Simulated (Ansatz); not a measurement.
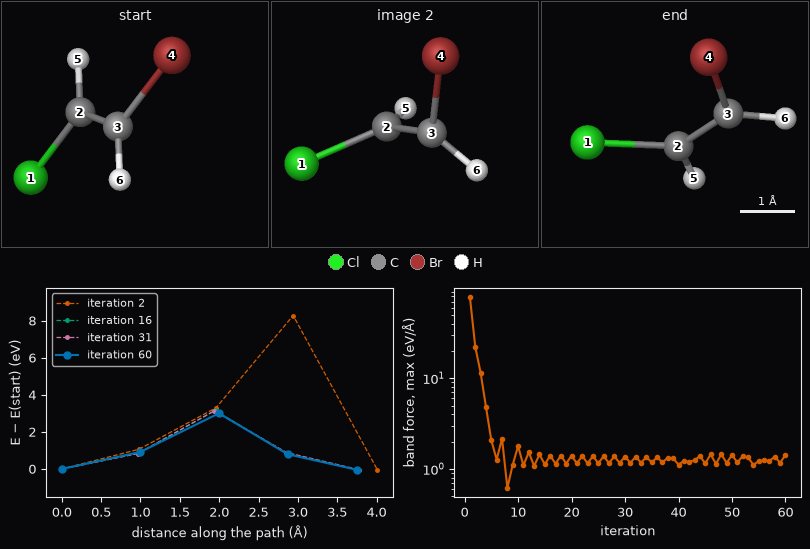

A search for the minimum-energy path of C2H2BrCl by the nudged elastic band. Images are numbered from 0 (start) to 4 (end). The plot follows the band through its iterations. A ball-and-stick model, seen from a free direction.

Method: RKS revPBE-D4/def2-SVP in Ansatz 0.2.0. Set-up: 3 movable images; climbing image; force threshold 0.03 eV/Å; iteration limit 60; starting path through a guess of the saddle point.

How did the profile develop, and is the result final?

The result isn't final. The band hadn't converged when the run stopped after 60 iterations. The largest component of the band force went from 78 to 1.4 eV/Å. The barrier read from it is provisional: over the last two iterations the highest image moved from 2.99 eV to 3.01 eV. So few images resolve the path coarsely. The first iteration put the highest image at 29.24 eV. The highest point, image 2, lies 3.01 eV above the start and 3.05 eV above the end; the end is at −0.04 eV relative to the start.
